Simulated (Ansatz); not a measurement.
**GeH3 (SMILES [GeH3]), step by step**

We compute a series of 24 runs (UHF/STO-3G, UHF/3-21G, UHF/6-31G*, UB3LYP/6-31G*, UPBE/def2-SVP, UMP2/6-31G*, U-r2SCAN/def2-TZVP, UMP2/aug-cc-pVDZ) of GeH3. 

The calculation is run with Ansatz 0.2.0.

### Step 1. Starting point

The species is GeH3 (4 atoms), meant as a doublet with charge 0. SMILES: `[GeH3]`. The shape is that of a PBE0-D4/def2-TZVP optimisation. The run starts from this shape.

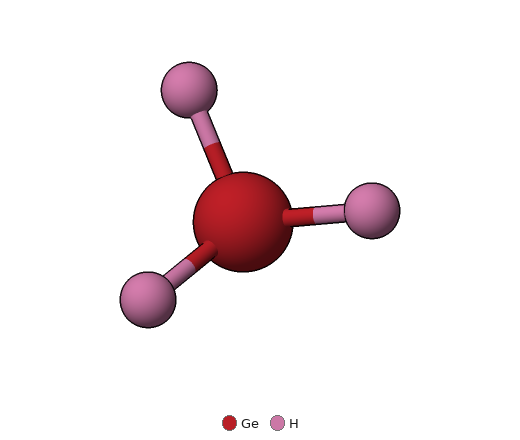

The structure, seen from a chosen angle (germanium red, hydrogen pink).

### Step 2. A structure relaxation at UHF/STO-3G (start density atoms) (run 1)

job.yaml reads:

```yaml
crystal:
  periodic: [false, false, false]
  atoms:
    - {symbol: Ge, position_ang: [0.214600, -0.125900, -0.249400]}
    - {symbol: H, position_ang: [1.055000, 0.109600, 1.018300]}
    - {symbol: H, position_ang: [-0.882800, -1.175900, -0.000100]}
    - {symbol: H, position_ang: [-0.386800, 1.192200, -0.768800]}
basis:
  gaussian: {orbitals: STO-3G}
magnetization: {spin_polarized: true, initial_magnetization: 1}
hamiltonian: {xc: hf}
relax: {f_tol: 0.002}
output: {orbitals: {seedname: orbitals}}
```

On the command line:

```console
$ ansatz run job.yaml --threads 1 --pin off --max-ram 3480MiB --events-out events.jsonl --progress --plain --runs-dir runs
```

Standard output, cut to the lines that bear on the results:

```text
Warning: RAYON_NUM_THREADS=1 ignored (pool sized by the plan → 1); use --threads N
[...]
Functional definition: HF
  name "HF"
[...]
228 factors; integrals over basis functions are off by at most 2.4e-6 eV
[...]
mean field -55876.92859036 eV, -2053.4392509531 hartree, gradient 1.6e-5 eV, S^2 0.753568; 0 other end points of the search recorded, 0 dependent functions left out
[...]
reference -55876.92859036 eV, -2053.4392509531 hartree; 18, 17 occupied and 3, 4 virtual orbitals, 228 factors
relax step   1: F+E_penalty+E_count = -55876.92859036 eV  Δ(F+E_penalty+E_count) = +0.000e0 eV  max|allowed force component| = 1.842e0 eV/Å  Δτ_max = 0.0000 Å  (25 SCF iters, accepted)
[...]
relax step   4: F+E_penalty+E_count = -55877.33320268 eV  Δ(F+E_penalty+E_count) = -1.274e-3 eV  max|allowed force component| = 6.245e-3 eV/Å  Δτ_max = 0.0113 Å  (20 SCF iters, accepted)
[...]
relax step   5: F+E_penalty+E_count = -55877.33320590 eV  Δ(F+E_penalty+E_count) = -3.220e-6 eV  max|allowed force component| = 7.464e-5 eV/Å  Δτ_max = 0.0006 Å  (21 SCF iters, accepted)
228 factors; integrals over basis functions are off by at most 2.5e-6 eV
[...]
mean field -55877.33320590 eV, -2053.4541202999 hartree, gradient 1.7e-5 eV, S^2 0.753564; 1 other end points of the search recorded, 0 dependent functions left out
[...]
reference -55877.33320590 eV, -2053.4541202999 hartree; 18, 17 occupied and 3, 4 virtual orbitals, 228 factors
Total energy: -55877.33320590 eV, -2053.4541202999 hartree
Atom 0 at     0.204333    -0.119884    -0.237476 Å, force    -0.000062     0.000039     0.000075 eV/Å
Atom 1 at     0.970225     0.102290     0.941117 Å, force     0.000006    -0.000014    -0.000038 eV/Å
Atom 2 at    -0.815851    -1.082535     0.002438 Å, force     0.000031     0.000003    -0.000023 eV/Å
Atom 3 at    -0.358707     1.100128    -0.706079 Å, force     0.000025    -0.000028    -0.000014 eV/Å
Dipole moment:     0.059550    -0.034938    -0.069209 e Å
```

It took 1.6 s on 1 thread of Arm Neoverse N1, shared host.

Steps, from the record of the run:

| step | energy from the first frame kept (eV) | largest force (eV/Å) |
| --- | --- | --- |
| 1 | 0.0000 | 2.1753 |
| 2 | -0.3602 | 0.9531 |
| 3 | -0.4033 | 0.1753 |
| 4 | -0.4046 | 0.0088 |
| 5 | -0.4046 | 0.0001 |

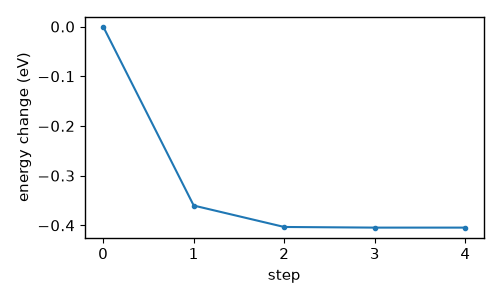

Energy along the run.

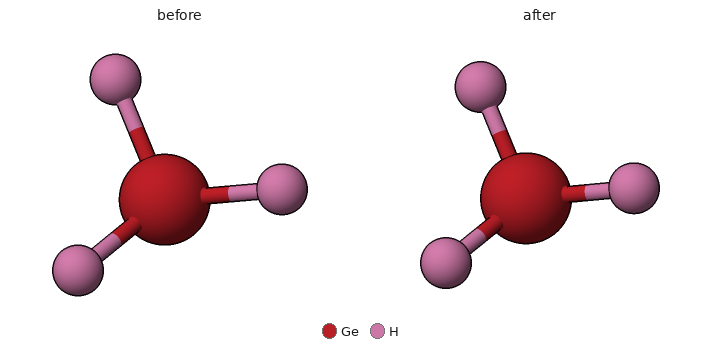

Before and after, at one scale.

After the run. Bond lengths: Ge1–H2 1.423 Å, Ge1–H3 1.423 Å, Ge1–H4 1.423 Å. Angles: H2–Ge1–H3 110.6°, H2–Ge1–H4 110.6°, H3–Ge1–H4 110.6°.

### Step 3. Vibrational wavenumbers at UHF/STO-3G (start density atoms) (run 2)

input.yaml reads:

```yaml
basis:
  gaussian: {orbitals: STO-3G}
crystal:
  periodic: [false, false, false]
  atoms:
    - {symbol: Ge, position_ang: [0.204333, -0.119884, -0.237476]}
    - {symbol: H, position_ang: [0.970225, 0.102290, 0.941117]}
    - {symbol: H, position_ang: [-0.815851, -1.082535, 0.002438]}
    - {symbol: H, position_ang: [-0.358707, 1.100128, -0.706079]}
magnetization: {spin_polarized: true, initial_magnetization: 1}
hamiltonian: {xc: hf}
phonons: {temperatures: {t_min: 298.15, t_max: 298.15, t_step: 1}}
```

On the command line:

```console
$ ansatz run input.yaml --threads 1 --pin off --max-ram 3480MiB --events-out events.jsonl --progress --plain --runs-dir runs
```

Standard output, cut to the lines that bear on the results:

```text
Warning: RAYON_NUM_THREADS=1 ignored (pool sized by the plan → 1); use --threads N
[... 2 set-up lines as earlier in the session ...]
[...]
228 factors; integrals over basis functions are off by at most 2.5e-6 eV
[...]
mean field -55877.33320590 eV, -2053.4541202999 hartree, gradient 1.7e-5 eV, S^2 0.753564; 0 other end points of the search recorded, 0 dependent functions left out
[...]
reference -55877.33320590 eV, -2053.4541202999 hartree; 18, 17 occupied and 3, 4 virtual orbitals, 228 factors
[...]
228 factors; integrals over basis functions are off by at most 2.5e-6 eV
[...]
mean field -55877.33313332 eV, -2053.4541176326 hartree, gradient 9.7e-6 eV, S^2 0.753546; 0 other end points of the search recorded, 0 dependent functions left out
[...]
reference -55877.33313332 eV, -2053.4541176326 hartree; 18, 17 occupied and 3, 4 virtual orbitals, 228 factors
[...]
228 factors; integrals over basis functions are off by at most 2.5e-6 eV
[...]
reference -55877.33319491 eV, -2053.4541198962 hartree; 18, 17 occupied and 3, 4 virtual orbitals, 228 factors
[...]
228 factors; integrals over basis functions are off by at most 2.5e-6 eV
mean field -55877.33319490 eV, -2053.4541198959 hartree, gradient 9.7e-6 eV, S^2 0.753558; 0 other end points of the search recorded, 0 dependent functions left out
[...]
reference -55877.33319490 eV, -2053.4541198959 hartree; 18, 17 occupied and 3, 4 virtual orbitals, 228 factors
Total energy: -55877.33320590 eV, -2053.4541202999 hartree
Atom 0 at     0.204333    -0.119884    -0.237476 Å, force    -0.000064     0.000038     0.000075 eV/Å
Atom 1 at     0.970225     0.102290     0.941117 Å, force     0.000004    -0.000014    -0.000039 eV/Å
Atom 2 at    -0.815851    -1.082535     0.002438 Å, force     0.000034     0.000006    -0.000023 eV/Å
Atom 3 at    -0.358707     1.100128    -0.706079 Å, force     0.000026    -0.000029    -0.000012 eV/Å
Dipole moment:     0.059550    -0.034938    -0.069208 e Å
Vibrations: 907.53 1104.36 1104.36 2388.90 2388.90 2457.85 cm⁻¹, zero-point energy 0.641736 eV
```

Wall time 3 s (1 thread of Arm Neoverse N1, shared host).

Run 3 isn't shown in full; the table further down has it.

### Step 4. The singlet cation: a structure relaxation at UHF/STO-3G (start density atoms) (run 4)

run.yaml reads:

```yaml
crystal:
  periodic: [false, false, false]
  atoms:
    - {symbol: Ge, position_ang: [0.204333, -0.119884, -0.237476]}
    - {symbol: H, position_ang: [0.970225, 0.102290, 0.941117]}
    - {symbol: H, position_ang: [-0.815851, -1.082535, 0.002438]}
    - {symbol: H, position_ang: [-0.358707, 1.100128, -0.706079]}
basis:
  gaussian:
    orbitals: STO-3G
relax: {}
hamiltonian:
  xc: hf
magnetization:
  spin_polarized: true
  initial_magnetization: 0
total_charge: 1
```

On the command line:

```console
$ ansatz run run.yaml --threads 1 --pin off --max-ram 3480MiB --events-out events.jsonl --progress --plain --runs-dir runs
```

Standard output, cut to the lines that bear on the results:

```text
Warning: RAYON_NUM_THREADS=1 ignored (pool sized by the plan → 1); use --threads N
[...]
[... 2 set-up lines as earlier in the session ...]
[...]
228 factors; integrals over basis functions are off by at most 2.5e-6 eV
[...]
mean field -55870.85765501 eV, -2053.2161481940 hartree, gradient 1.4e-5 eV, S^2 0.000000; 0 other end points of the search recorded, 0 dependent functions left out
[...]
reference -55870.85765501 eV, -2053.2161481940 hartree; 17, 17 occupied and 4, 4 virtual orbitals, 228 factors
relax step   1: F+E_penalty+E_count = -55870.85765501 eV  Δ(F+E_penalty+E_count) = +0.000e0 eV  max|allowed force component| = 2.516e0 eV/Å  Δτ_max = 0.0000 Å  (25 SCF iters, accepted)
[...]
relax step   4: F+E_penalty+E_count = -55871.90622570 eV  Δ(F+E_penalty+E_count) = -1.640e-2 eV  max|allowed force component| = 3.474e-2 eV/Å  Δτ_max = 0.0201 Å  (22 SCF iters, accepted)
[...]
relax step   5: F+E_penalty+E_count = -55871.90634691 eV  Δ(F+E_penalty+E_count) = -1.212e-4 eV  max|allowed force component| = 8.625e-3 eV/Å  Δτ_max = 0.0024 Å  (19 SCF iters, accepted)
228 factors; integrals over basis functions are off by at most 2.5e-6 eV
mean field -55871.90634691 eV, -2053.2546869107 hartree, gradient 1.7e-5 eV, S^2 0.000000; 1 other end points of the search recorded, 0 dependent functions left out
[...]
reference -55871.90634691 eV, -2053.2546869107 hartree; 17, 17 occupied and 4, 4 virtual orbitals, 228 factors
Total energy: -55871.90634691 eV, -2053.2546869107 hartree
Atom 0 at     0.000016    -0.000010    -0.000019 Å, force    -0.000205     0.000120     0.000238 eV/Å
Atom 1 at     1.113710     0.066857     0.924540 Å, force    -0.007947    -0.000521    -0.006733 eV/Å
Atom 2 at    -0.802029    -1.203982    -0.082284 Å, force     0.005840     0.008625     0.000513 eV/Å
Atom 3 at    -0.311698     1.137134    -0.842237 Å, force     0.002311    -0.008224     0.005982 eV/Å
Dipole moment:     0.000015    -0.000009    -0.000017 e Å
```

It took 1.6 s on 1 thread of Arm Neoverse N1, shared host.

Step by step:

| step | energy from the first frame kept (eV) | largest force (eV/Å) |
| --- | --- | --- |
| 1 | 0.0000 | 3.5539 |
| 2 | -0.8874 | 1.7378 |
| 3 | -1.0322 | 0.5048 |
| 4 | -1.0486 | 0.0430 |
| 5 | -1.0487 | 0.0104 |

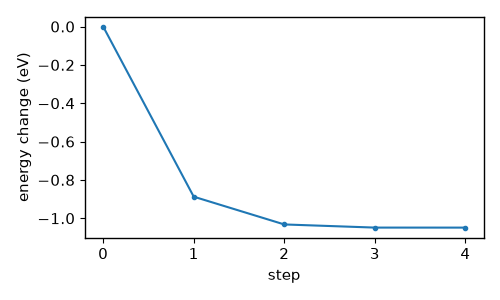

Energy along the run.

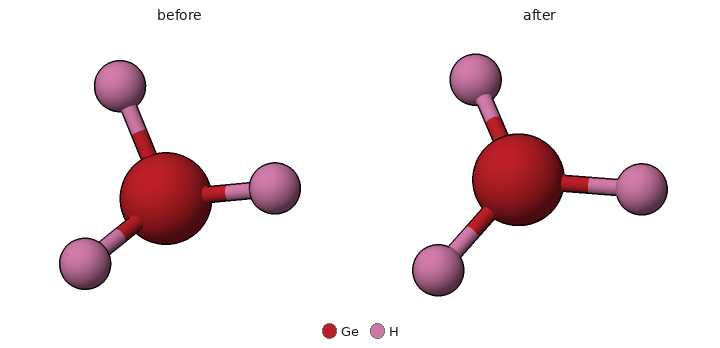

Before and after, at one scale.

After the run. Bond lengths: Ge1–H2 1.449 Å, Ge1–H3 1.449 Å, Ge1–H4 1.449 Å. Angles: H2–Ge1–H3 120.0°, H2–Ge1–H4 120.0°, H3–Ge1–H4 120.0°.

Runs 5 to 23 aren't shown in full; the table further down has their settings and results.

### Step 5. The harmonic vibrations at UMP2/aug-cc-pVDZ (start density atoms) (run 24)

in.yaml reads:

```yaml
crystal:
  periodic: [false, false, false]
  atoms:
    - {symbol: Ge, position_ang: [0.210890, -0.123733, -0.245099]}
    - {symbol: H, position_ang: [1.053137, 0.108684, 1.014300]}
    - {symbol: H, position_ang: [-0.879321, -1.173253, -0.001308]}
    - {symbol: H, position_ang: [-0.384706, 1.188302, -0.767892]}
basis:
  gaussian:
    orbitals: aug-cc-pVDZ
magnetization:
  spin_polarized: true
  initial_magnetization: 1
correlation:
  method: mp2
phonons:
  temperatures: {t_min: 298.15, t_max: 298.15, t_step: 1}
```

On the command line:

```console
$ ansatz run in.yaml --threads 1 --pin off --max-ram 3480MiB --events-out events.jsonl --progress --plain --runs-dir runs
```

Standard output, cut to the lines that bear on the results:

```text
Warning: RAYON_NUM_THREADS=1 ignored (pool sized by the plan → 1); use --threads N
[... 2 set-up lines as earlier in the session ...]
[...]
697 factors; integrals over basis functions are off by at most 1.3e-4 eV
[...]
mean field -56519.01169660 eV, -2077.0353698880 hartree, gradient 1.5e-6 eV, S^2 0.754763; 0 other end points of the search recorded, 0 dependent functions left out
9 core orbitals not correlated: weight in the atoms' cores, before any rotation towards them, 1.000 or more for the frozen orbitals, at most 0.000 for the correlated occupied ones
reference -56519.01169660 eV, -2077.0353698880 hartree; 9, 8 occupied and 45, 46 virtual orbitals, 697 factors
second order -3.19990893 eV of doubles, -0.00000000 eV of singles
[...]
697 factors; integrals over basis functions are off by at most 1.3e-4 eV
[...]
9 core orbitals not correlated: weight in the atoms' cores, before any rotation towards them, 1.000 or more for the frozen orbitals, at most 0.000 for the correlated occupied ones
reference -56519.01169492 eV, -2077.0353698261 hartree; 9, 8 occupied and 45, 46 virtual orbitals, 697 factors
second order -3.19989917 eV of doubles, -0.00000000 eV of singles
[...]
Total energy: -56522.21160553 eV, -2077.1529643723 hartree
Atom 0 at     0.210890    -0.123733    -0.245099 Å, force     0.000741    -0.000431    -0.000844 eV/Å
Atom 1 at     1.053137     0.108684     1.014300 Å, force    -0.000830     0.000096    -0.000199 eV/Å
Atom 2 at    -0.879321    -1.173253    -0.001308 Å, force     0.000185     0.000799     0.000324 eV/Å
Atom 3 at    -0.384706     1.188302    -0.767892 Å, force    -0.000097    -0.000463     0.000719 eV/Å
Dipole moment:     0.005401    -0.003171    -0.006280 e Å
Vibrations: 715.15 875.74 875.76 2162.24 2192.69 2192.69 cm⁻¹, zero-point energy 0.558814 eV
Checks for a lower state left out: cluster_reference
```

It took 80 s on 1 thread of Arm Neoverse N1, shared host; peak memory 0.14 GiB.

### Step 6. The series

| run | level | task | walk f tol | partner | energy (Eh) | dipole moment (D) | ⟨S²⟩ | wall time |
| --- | --- | --- | --- | --- | --- | --- | --- | --- |
| 1 | UHF/STO-3G (start density atoms) | optimise | 0.002 | base | -2053.454120 | 0.47 | 0.754 | 1.6 s |
| 2 | UHF/STO-3G (start density atoms) | frequencies | – | base | -2053.454120 | 0.47 | 0.754 | 3 s |
| 3 | UHF/STO-3G (start density atoms) | energy | – | cation | -2053.216145 | – | – | 0.16 s |
| 4 | UHF/STO-3G (start density atoms) | optimise | – | cation | -2053.254687 | – | – | 1.6 s |
| 5 | UHF/3-21G (start density atoms) | optimise | 0.002 | base | -2067.035775 | 0.24 | 0.754 | 1.2 s |
| 6 | UHF/3-21G (start density atoms) | frequencies | – | base | -2067.035775 | 0.24 | 0.754 | 3.6 s |
| 7 | UHF/3-21G (start density atoms) | energy | – | cation | -2066.736985 | – | – | 0.2 s |
| 8 | UHF/3-21G (start density atoms) | optimise | – | cation | -2066.765780 | – | – | 1.7 s |
| 9 | UHF/6-31G* (Cartesian functions, start density atoms) | optimise | 0.002 | base | -2076.773123 | 0.11 | 0.754 | 3.9 s |
| 10 | UHF/6-31G* (Cartesian functions, start density atoms) | frequencies | – | base | -2076.773123 | 0.11 | 0.754 | 12 s |
| 11 | UHF/6-31G* (Cartesian functions, start density atoms) | energy | – | cation | -2076.467804 | – | – | 0.67 s |
| 12 | UHF/6-31G* (Cartesian functions, start density atoms) | optimise | – | cation | -2076.500908 | – | – | 6.6 s |
| 13 | UB3LYP/6-31G* (Cartesian functions, start density atoms) | optimise | 0.002 | base | -2078.513006 | 0.03 | 0.751 | 9.9 s |
| 14 | UB3LYP/6-31G* (Cartesian functions, start density atoms) | frequencies | – | base | -2078.513006 | 0.03 | 0.751 | 22 s |
| 15 | UB3LYP/6-31G* (Cartesian functions, start density atoms) | energy | – | cation | -2078.188599 | – | – | 1.8 s |
| 16 | UB3LYP/6-31G* (Cartesian functions, start density atoms) | optimise | – | cation | -2078.218510 | – | – | 14 s |
| 17 | UPBE/def2-SVP (start density atoms) | optimise | 0.002 | base | -2078.156865 | 0.02 | 0.751 | 7.8 s |
| 18 | UPBE/def2-SVP (start density atoms) | frequencies | – | base | -2078.156865 | 0.02 | 0.751 | 15 s |
| 19 | UMP2/6-31G* (Cartesian functions, start density atoms) | optimise | 0.002 | base | -2077.015990 | 0.06 | 0.754 | 7.2 s |
| 20 | UMP2/6-31G* (Cartesian functions, start density atoms) | frequencies | – | base | -2077.015990 | 0.06 | 0.754 | 20 s |
| 21 | U-r2SCAN/def2-TZVP (start density atoms) | optimise | 0.002 | base | -2078.735152 | 0.03 | 0.754 | 20 s |
| 22 | U-r2SCAN/def2-TZVP (start density atoms) | frequencies | – | base | -2078.735152 | 0.03 | 0.754 | 67 s |
| 23 | UMP2/aug-cc-pVDZ (start density atoms) | optimise | 0.002 | base | -2077.152964 | 0.04 | 0.755 | 14 s |
| 24 | UMP2/aug-cc-pVDZ (start density atoms) | frequencies | – | base | -2077.152964 | 0.04 | 0.755 | 80 s |

### Step 7. Outcome

| quantity | value |
| --- | --- |
| run 24, UMP2/aug-cc-pVDZ: total energy | -2077.15296 Eh |
| run 24, UMP2/aug-cc-pVDZ: dipole moment (correlated density) | 0.04 D |
| run 24, UMP2/aug-cc-pVDZ: correlation energy (9 core orbitals frozen) | -117.6 mEh |
| run 24, UMP2/aug-cc-pVDZ: ⟨S²⟩ of the reference determinant | 0.755 |
| run 24, UMP2/aug-cc-pVDZ: largest force on an atom | 0.001 eV/Å |
| run 24, UMP2/aug-cc-pVDZ: lowest harmonic wavenumber | 715 cm⁻¹ |
| run 24, UMP2/aug-cc-pVDZ: highest harmonic wavenumber | 2193 cm⁻¹ |
| run 24, UMP2/aug-cc-pVDZ: zero-point energy | 53.9 kJ/mol |
| vertical ionisation energy (to the singlet cation), UHF/STO-3G | 6.476 eV |
| vertical ionisation energy (to the singlet cation), UHF/3-21G | 8.131 eV |
| vertical ionisation energy (to the singlet cation), UHF/6-31G* | 8.308 eV |
| vertical ionisation energy (to the singlet cation), UB3LYP/6-31G* | 8.828 eV |
| adiabatic ionisation energy (to the singlet cation, no zero-point term), UHF/STO-3G | 5.427 eV |
| adiabatic ionisation energy (to the singlet cation, no zero-point term), UHF/3-21G | 7.347 eV |
| adiabatic ionisation energy (to the singlet cation, no zero-point term), UHF/6-31G* | 7.407 eV |
| adiabatic ionisation energy (to the singlet cation, no zero-point term), UB3LYP/6-31G* | 8.014 eV |

**Reading.** At UHF/STO-3G: removing an electron at fixed nuclei costs 6.48 eV (149 kcal/mol). Only the singlet of the ionised species was computed; a triplet could lie lower. In a minimal basis such a difference can be off by several eV, whatever the method. At UHF/3-21G: the vertical ionisation energy comes to 8.13 eV (187 kcal/mol). At UHF/6-31G*: the vertical ionisation energy comes to 8.31 eV (192 kcal/mol). At UB3LYP/6-31G*: removing an electron at fixed nuclei costs 8.83 eV (204 kcal/mol). Totals of different functionals can't be ranked against each other. In runs 1, 2, 3, 4 the basis is minimal, so the values are rough. All runs together took 5.2 min, the longest 80 s.
